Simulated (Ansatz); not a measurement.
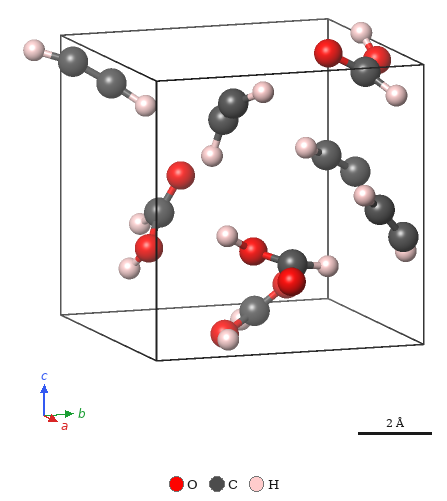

Starting frame of a dynamics run of a periodic cell with 4 HCOOH + 4 C2H2 at 1.0 g/cm³. It starts from the last geometry of an earlier run, with fresh velocities. A ball-and-stick model of the simulation cell, seen slightly off an axis.

All numbers below come from Ansatz 0.2.0, DFT PBEsol, scalar-relativistic, plane waves, PAW.

The input:
```yaml
accuracy: low
crystal:
  lattice:
    - [7.823205, 0.0, 0.0]
    - [0.0, 7.823205, 0.0]
    - [0.0, 0.0, 7.823205]
  atoms:
    - { symbol: O, position: [0.38429259, 0.47027532, -0.03594845] }
    - { symbol: C, position: [0.30100162, 0.61223497, 0.02450387] }
    - { symbol: O, position: [0.35512079, 0.71260617, 0.1226927] }
    - { symbol: H, position: [0.50794665, 0.43949593, -0.03449877] }
    - { symbol: H, position: [0.16650553, 0.60949184, -0.02825713] }
    - { symbol: O, position: [0.72297942, 0.45654608, 0.31509122] }
    - { symbol: C, position: [0.85697416, 0.55459658, 0.2853357] }
    - { symbol: O, position: [1.00044965, 0.50008028, 0.24979768] }
    - { symbol: H, position: [0.77165242, 0.34140388, 0.38418317] }
    - { symbol: H, position: [0.82293198, 0.69896419, 0.26477525] }
    - { symbol: O, position: [0.35755976, 0.1966777, 0.28190437] }
    - { symbol: C, position: [0.24480654, 0.27513208, 0.3863519] }
    - { symbol: O, position: [0.27503489, 0.34516537, 0.5200193] }
    - { symbol: H, position: [0.26632294, 0.15617495, 0.19719527] }
    - { symbol: H, position: [0.10983396, 0.25147792, 0.32520681] }
    - { symbol: O, position: [0.55196781, 0.97989393, -0.05961284] }
    - { symbol: C, position: [0.70466074, 0.88216431, -0.07034834] }
    - { symbol: O, position: [0.70486348, 0.74308199, 0.00401171] }
    - { symbol: H, position: [0.45811298, 0.95523268, 0.0242064] }
    - { symbol: H, position: [0.7969039, 0.96534178, -0.14531176] }
    - { symbol: C, position: [0.06938676, 0.01575547, 0.91235393] }
    - { symbol: C, position: [0.11066741, 0.14473896, 0.83408062] }
    - { symbol: H, position: [0.17682992, 0.24899171, 0.7585648] }
    - { symbol: H, position: [0.00948088, -0.10836343, 0.95060747] }
    - { symbol: C, position: [0.93530525, 0.94137285, 0.37353261] }
    - { symbol: C, position: [0.9829418, 0.83588165, 0.4844231] }
    - { symbol: H, position: [1.06026173, 0.75123358, 0.55277034] }
    - { symbol: H, position: [0.82808518, 0.98882219, 0.30235888] }
    - { symbol: C, position: [0.52380587, 0.90919485, 0.54138504] }
    - { symbol: C, position: [0.57957705, 0.78071259, 0.61710117] }
    - { symbol: H, position: [0.66303975, 0.67467026, 0.66341434] }
    - { symbol: H, position: [0.39679015, 0.95929511, 0.50818758] }
    - { symbol: C, position: [0.55562956, 0.40396487, 0.76201742] }
    - { symbol: C, position: [0.68422796, 0.39475763, 0.84121491] }
    - { symbol: H, position: [0.78338681, 0.47128054, 0.89362161] }
    - { symbol: H, position: [0.52662718, 0.37184382, 0.62952951] }
basis:
  ecutwfc: 420.0
kpoints:
  mp_grid: { grid: [1, 1, 1] }
hamiltonian:
  xc: pbesol
scf:
  occupations: { method: fermi_dirac, width: 0.05 }
  lower_state_search: "off"
md:
  timestep: 0.5
  n_steps: 400
  ensemble: nvt_langevin
  temperature: 1500.0
  initial_velocities: maxwell_boltzmann
  seed: 259850
  friction: 0.05
```

Run as
```bash
ansatz run input.yaml --threads 1 --pin off --max-ram 3072MiB --backend cpu --events-out ev --progress --plain --runs-dir out
```

Question: What does the trajectory do?

Answer: Over the second half the temperature averages 1552 K (spread ±173 K). The potential energy in the second half lies on average 14.9 meV per atom below the first frame. Root-mean-square distances from the starting positions over the second half, with the common drift of all atoms taken out: H 1.66 Å, C 0.90 Å, O 0.78 Å. The heavy atoms stay within a fraction of a molecule's size of their starting places, while the hydrogen atoms travel further, as molecules turn; so short a run doesn't tell a liquid from a solid.

Along the run (each row but the first and the last is the mean over the interval that it begins):

```json
{"time (fs)": "0.0", "potential energy (meV/atom)": "0.0", "T (K)": "1458"}
{"time (fs)": "20.0", "potential energy (meV/atom)": "7.3", "T (K)": "1689"}
{"time (fs)": "40.0", "potential energy (meV/atom)": "12.0", "T (K)": "1651"}
{"time (fs)": "60.0", "potential energy (meV/atom)": "-8.4", "T (K)": "1784"}
{"time (fs)": "80.0", "potential energy (meV/atom)": "-19.0", "T (K)": "1489"}
{"time (fs)": "100.0", "potential energy (meV/atom)": "-4.6", "T (K)": "1496"}
{"time (fs)": "120.0", "potential energy (meV/atom)": "-15.3", "T (K)": "1582"}
{"time (fs)": "140.0", "potential energy (meV/atom)": "-10.2", "T (K)": "1556"}
{"time (fs)": "160.0", "potential energy (meV/atom)": "-12.8", "T (K)": "1596"}
{"time (fs)": "180.0", "potential energy (meV/atom)": "-30.5", "T (K)": "1530"}
{"time (fs)": "200.0", "potential energy (meV/atom)": "-45.1", "T (K)": "1500"}
```

The paths of the atoms:

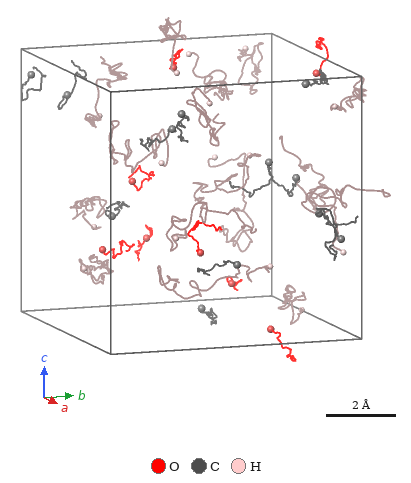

Limits of the set-up: the program's low-accuracy preset was used; the periodic images lie only 7.8 Å apart, so the values are limited by the cell's size.

The run took 24 min on 1 thread of Arm Neoverse V1, with other jobs on the host, peak memory 0.47 GiB.
